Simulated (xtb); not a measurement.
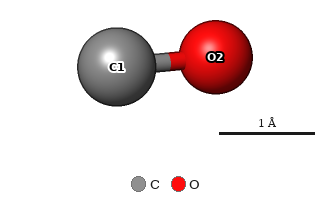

Fig. 1: The input geometry (ball-and-stick view, seen at an oblique angle; atoms are numbered from 1 in the order of the input).

# Run report: CO, single-point calculation

System: CO, SMILES [C-]#[O+].
Method: GFN1-xTB, ddCOSMO solvent toluene (xtb 6.7.1 later snapshot).

The geometry comes from this level: PBE0-D4/def2-TZVP.

**Input file (mol.xyz)**
```
2
CO
C      0.479900    -0.155100     0.247200
O     -0.479900     0.155100    -0.247200
```

Run on 1 thread of Arm Neoverse V1, 24 GiB of memory available, shared host.

Launch command:
```bash
xtb mol.xyz --uhf 0 --cosmo toluene --gfn1 --parallel 1 | tee mol.out
```

**The program's output**
```
* xtb version 6.7.1
   ID    Z sym.   atoms
    1    6 C      1
    2    8 O      2

           -------------------------------------------------
          |                Calculation Setup                |
           -------------------------------------------------

          program call               : xtb mol.xyz --uhf 0 --cosmo toluene --gfn1 --parallel 1
          coordinate file            : mol.xyz
          omp threads                :                     1

########################################################################
[WARNING] Please study the warnings concerning your input carefully
-1- prog_main_parseArguments: The use of '--gfn1' is discouraged, please use '--gfn 1' next time
########################################################################

           -------------------------------------------------
          |                 G F N 1 - x T B                 |
           -------------------------------------------------

      * Hamiltonian:
        H0-scaling (s, p, d)           1.850000    2.250000    2.000000
        zeta-weighting                 0.000000
      * Dispersion:
        s8                             2.400000
        a1                             0.630000
        a2                             5.000000
        s9                             0.000000
      * Repulsion:
        kExp                           1.500000
        rExp                           1.000000
      * Coulomb:
        alpha                          2.000000
        third order                    atomic
        anisotropic                    false
      * Halogen bond correction:
        rad-scale                      1.300000
        damping                        0.440000

      * Solvation model:               COSMO
        Solvent                        toluene
        Parameter file                 internal GFN1-xTB/ALPB+COSMO
        Dielectric constant                2.3741E+00
        Reference state                gsolv [1 M gas/solution]
        Free energy shift                  0.0000E+00 Eh       0.0000E+00 kcal/mol
        Temperature                        2.9815E+02 K
        Density                            8.6700E-01 kg/L
        Solvent mass                       9.2140E+01 g/mol
        vdW Radii scaling                  1.0000E+00
        Surface tension                    1.0000E-05 Eh       1.5569E+01 dyn/cm
        Grid points                               230 per atom

          ...................................................
          :                      SETUP                      :
          :.................................................:
          :  # basis functions                   8          :
          :  # atomic orbitals                   8          :
          :  # shells                            4          :
          :  # electrons                        10          :
          :  # halogen bonds                     0          :
          :  max. iterations                   250          :
          :  Hamiltonian                  GFN1-xTB          :
          :  restarted?                      false          :
          :  GBSA solvation                   true          :
          :  PC potential                    false          :
          :  electronic temp.          300.0000000     K    :
          :  accuracy                    1.0000000          :
          :  -> integral cutoff          0.2500000E+02      :
          :  -> integral neglect         0.1000000E-07      :
          :  -> SCF convergence          0.1000000E-05 Eh   :
          :  -> wf. convergence          0.2000000E-04 e    :
          :  Broyden damping             0.4000000          :
          :  net charge                          0          :
          :  unpaired electrons                  0          :
          ...................................................

 iter      E             dE          RMSdq      gap      omega  full diag
   1     -6.8048635 -0.680486E+01  0.552E+00    5.20       0.0  T
   2     -6.8216737 -0.168101E-01  0.298E+00    5.40       1.0  T
   3     -6.8209534  0.720267E-03  0.155E+00    5.34       1.0  T
   4     -6.8216413 -0.687942E-03  0.511E-02    5.36       1.4  T
   5     -6.8215844  0.569338E-04  0.194E-03    5.36      36.5  T
   6     -6.8215860 -0.159566E-05  0.472E-04    5.36     149.7  T
   7     -6.8215863 -0.330276E-06  0.189E-06    5.36   37354.4  T
   8     -6.8215863  0.214940E-08  0.201E-08    5.36  100000.0  T

   *** convergence criteria satisfied after 8 iterations ***

         #    Occupation            Energy/Eh            Energy/eV
      -------------------------------------------------------------
         1        2.0000           -0.8491782             -23.1073
         2        2.0000           -0.6730864             -18.3156
         3        2.0000           -0.6413917             -17.4532
         4        2.0000           -0.6413917             -17.4532
         5        2.0000           -0.4709152             -12.8143 (HOMO)
         6                         -0.2740003              -7.4559 (LUMO)
         7                         -0.2740003              -7.4559
         8                          0.9981053              27.1598
      -------------------------------------------------------------
                  HL-Gap            0.1969149 Eh            5.3583 eV
             Fermi-level           -0.3724578 Eh          -10.1351 eV

 SCC (total)                   0 d,  0 h,  0 min,  0.004 sec
 SCC setup                      ...        0 min,  0.000 sec (  2.780%)
 Dispersion                     ...        0 min,  0.000 sec (  0.429%)
 classical contributions        ...        0 min,  0.000 sec (  0.097%)
 integral evaluation            ...        0 min,  0.000 sec (  3.102%)
 iterations                     ...        0 min,  0.003 sec ( 65.731%)
 molecular gradient             ...        0 min,  0.000 sec (  8.870%)
 printout                       ...        0 min,  0.001 sec ( 18.638%)

         :::::::::::::::::::::::::::::::::::::::::::::::::::::
         ::                     SUMMARY                     ::
         :::::::::::::::::::::::::::::::::::::::::::::::::::::
         :: total energy              -6.745886712440 Eh    ::
         :: w/o Gsasa/hb/shift        -6.735369145733 Eh    ::
         :: gradient norm              0.007982872739 Eh/a0 ::
         :: HOMO-LUMO gap              5.358326011739 eV    ::
         ::.................................................::
         :: SCC energy                -6.821586326187 Eh    ::
         :: -> electrostatic           0.019100633294 Eh    ::
         :: -> Gsolv                  -0.012098819875 Eh    ::
         ::    -> Gelec               -0.001581253168 Eh    ::
         ::    -> Gsasa               -0.010517566707 Eh    ::
         ::    -> Ghb                  0.000000000000 Eh    ::
         ::    -> Gshift               0.000000000000 Eh    ::
         :: repulsion energy           0.075849907186 Eh    ::
         :: dispersion energy         -0.000150293439 Eh    ::
         :: halogen bond corr.         0.000000000000 Eh    ::
         :: add. restraining           0.000000000000 Eh    ::
         :: total charge              -0.000000000000 e     ::
         :::::::::::::::::::::::::::::::::::::::::::::::::::::

           -------------------------------------------------
          |                Property Printout                |
           -------------------------------------------------

    * Orbital Energies and Occupations

         #    Occupation            Energy/Eh            Energy/eV
      -------------------------------------------------------------
         1        2.0000           -0.8491782             -23.1073
         2        2.0000           -0.6730864             -18.3156
         3        2.0000           -0.6413917             -17.4532
         4        2.0000           -0.6413917             -17.4532
         5        2.0000           -0.4709152             -12.8143 (HOMO)
         6                         -0.2740003              -7.4559 (LUMO)
         7                         -0.2740003              -7.4559
         8                          0.9981053              27.1598
      -------------------------------------------------------------
                  HL-Gap            0.1969149 Eh            5.3583 eV
             Fermi-level           -0.3724578 Eh          -10.1351 eV

  Mulliken/CM5 charges         n(s)   n(p)   n(d)
     1      0.30089  0.34615   1.550  2.149  0.000
     2     -0.30089 -0.34615   1.734  4.567  0.000

Wiberg/Mayer (AO) data.
largest (>0.10) Wiberg bond orders for each atom

 ---------------------------------------------------------------------------
     #   Z sym  total        # sym  WBO       # sym  WBO       # sym  WBO
 ---------------------------------------------------------------------------
     1   6      2.407 --     2      2.407
     2   8      2.407 --     1      2.407
 ---------------------------------------------------------------------------

Topologies differ in total number of bonds
Writing topology from bond orders to xtbtopo.mol

 dipole moment from electron density (au)
     X       Y       Z
   0.1895  -0.0612   0.0976  total (Debye):    0.564

           -------------------------------------------------
          | TOTAL ENERGY               -6.745886712440 Eh   |
          | GRADIENT NORM               0.007982872739 Eh/α |
          | HOMO-LUMO GAP               5.358326011739 eV   |
           -------------------------------------------------

------------------------------------------------------------------------
------------------------------------------------------------------------
 total:
 *  cpu-time:     0 d,  0 h,  0 min,  0.008 sec
 * ratio c/w:     1.000 speedup
 SCF:
 *  cpu-time:     0 d,  0 h,  0 min,  0.004 sec
 * ratio c/w:     1.000 speedup
```

**Standard error**
```
normal termination of xtb
```

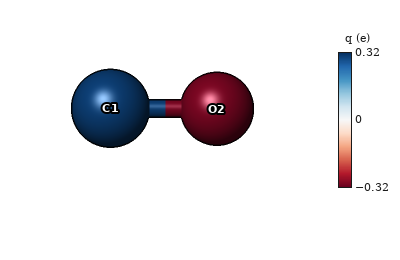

Fig. 2: Mulliken charges, as the colour of each atom (ball-and-stick view, seen on its broad side; atoms are numbered from 1 in the order of the input). By element: C +0.30 and O −0.30 e.

**Results in brief**

- outcome: converged
- electrons treated: 10
- total energy: −6.745887 hartree
- dispersion energy: −0.000150 hartree
- solvation energy: −0.012099 hartree
- basis functions: 8
- HOMO: −12.81 eV
- LUMO: −7.46 eV
- dipole moment: 0.56 D
- peak memory: 0.081 GiB
